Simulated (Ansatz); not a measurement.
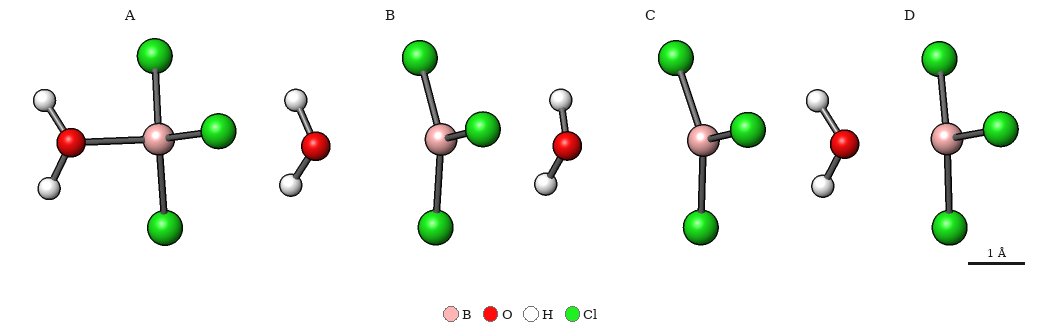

4 geometries from one relaxation of BH2OCl3, in shuffled order. Style: ball-and-stick. Shown face on.

The run prepares an end point of a later path (reaction) calculation, from a guessed geometry.

Theory: RKS B3LYP/def2-SVP (Ansatz). Settings: no spin polarisation; force threshold 0.03 eV/Å; at most 50 steps.

Q: Put them in the order of the run, from the start to the converged end.

A: C, B, D, A. They are steps 0, 3, 5, 9, at +6.01 kcal/mol, +5.18 kcal/mol, +2.62 kcal/mol relative to the last. After 8 accepted moves (9 points after the start) the energy has fallen by 6.01 kcal/mol. The largest force component goes from 0.86 to 0.019 eV/Å. The line search rejected the trial step at point 1 of the run. The O atom moves most after the best rigid fit: 0.47 Å. Largest moves by element: O 0.47 Å, B 0.46 Å, H 0.43 Å, Cl 0.28 Å. Among the contacts that change: B–O 2.605 → 1.678 Å, B–Cl 1.751 → 1.835 Å, B–Cl 1.739 → 1.800 Å, B–Cl 1.827 → 1.836 Å. New bonds form, among them: B–O (2.61 → 1.68 Å). Among the angles between lasting bonds that change: Cl–B–Cl 120.9° → 115.4°, H–O–H 102.9° → 107.9°, Cl–B–Cl 119.9° → 115.3°.

Limits of the set-up: the start holds two separate molecules, 2.6 Å apart at their closest, whose relative position is a soft coordinate and is computed without a dispersion correction.
